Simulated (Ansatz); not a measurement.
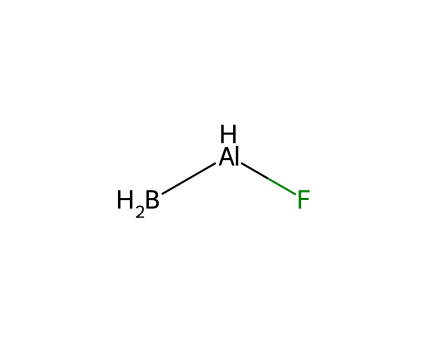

Write the SMILES.

Answer. [BH2][AlH][F]

Give the formula, hydrogens included.

Answer. AlBFH3.

An optimisation with PBE0-D4/def2-TZVP gave a structure of which point group?

Answer. Cs.

More results for the same structure follow; atom numbers are the same in all pictures, views and colours differ. The geometry was computed by an optimisation with PBE0-D4/def2-TZVP. No frequency run is at hand to confirm it as a minimum.

## Geometry

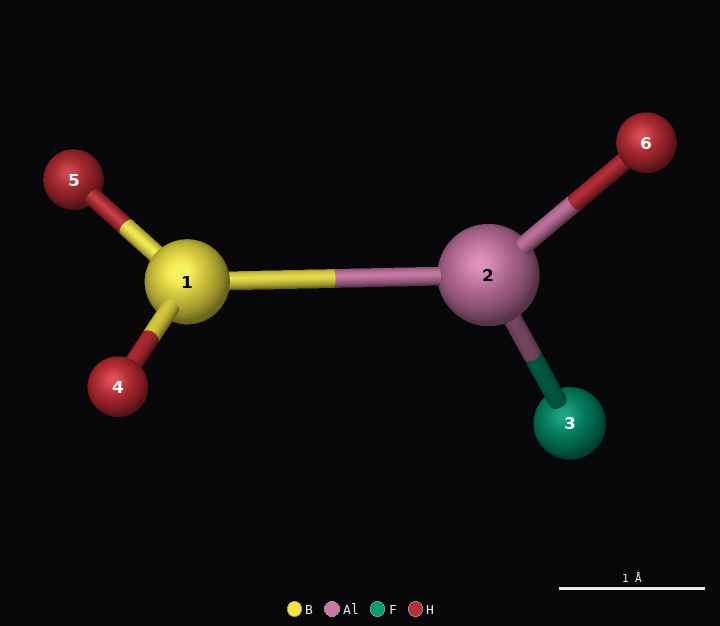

No frequency run is at hand to confirm it as a minimum.

How are the neighbours of atom 2 arranged?

Answer. Al2 has 3 neighbours (B1 at 2.12, F3 at 1.66, H6 at 1.59 Å); the arrangement is trigonal planar.

What is the geometry at B1?

Answer. B1 has 3 neighbours (Al2 at 2.12, H4 at 1.20, H5 at 1.20 Å); the arrangement is trigonal planar.

## Electronic properties

No frequency run is at hand to confirm it as a minimum. Properties computed with RKS PBE0-D4/def2-TZVPP (Ansatz 0.2.0).

What is the HOMO–LUMO gap?

Answer. 5.13 eV.

Estimate the HOMO energy (Kohn–Sham orbital).

Answer. −7.79 eV.

## Dipole moment

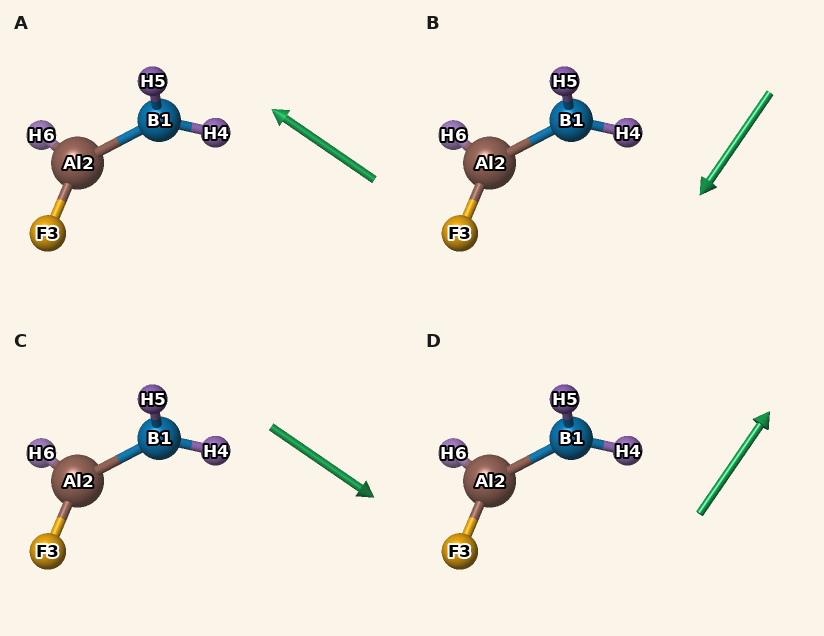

The same molecule four times, each with an arrow. No frequency run is at hand to confirm it as a minimum. Properties computed with RKS PBE0-D4/def2-TZVP (Ansatz 0.2.0).

Which arrow points along the dipole moment, from the negative to the positive end?

Answer. D. The dipole moment is 1.65 D; it points from the side of F3 to the side of H4, H5 (the outermost atoms at the two ends).

## Charges

The questions are on Mulliken charges. No frequency run is at hand to confirm it as a minimum. Method: RKS PBE0-D4/def2-TZVP (Ansatz 0.2.0).

List the Mulliken charges.

```json
{"atom": "B1", "value (e)": "−0.15"}
{"atom": "Al2", "value (e)": "0.52"}
{"atom": "F3", "value (e)": "−0.35"}
{"atom": "H4", "value (e)": "0.04"}
{"atom": "H5", "value (e)": "0.04"}
{"atom": "H6", "value (e)": "−0.10"}
```

Mulliken values depend strongly on the basis set and can even reverse the polarity of a bond.
